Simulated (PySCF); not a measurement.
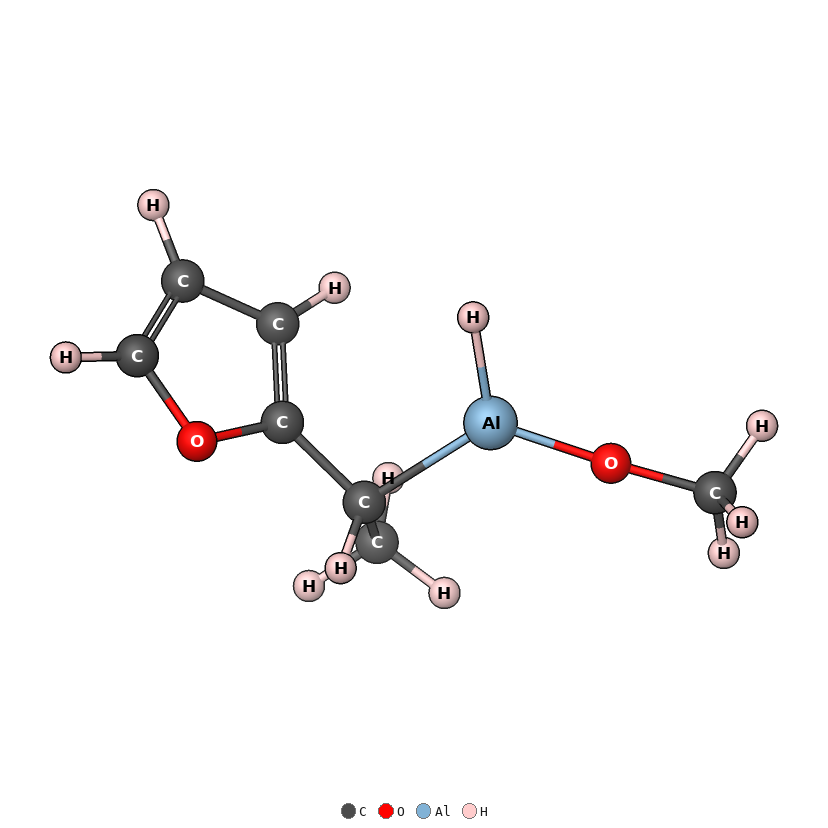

The computed structure is the end point of a GFN2-xTB optimisation. No frequency run is at hand to confirm it as a minimum. Method: PBE0/pcSseg-1, gas phase (PySCF 2.14.0).

### What is the HOMO–LUMO gap?

5.29 eV.

### Give the dipole moment at this level.

1.69 D.

### What is the HOMO energy (Kohn–Sham orbital)?

−5.90 eV.

The geometry is semi-empirical. Around Al such bond lengths and angles can be off by a tenth of an ångström or more and by several degrees, and values that hang on the shape move with them.
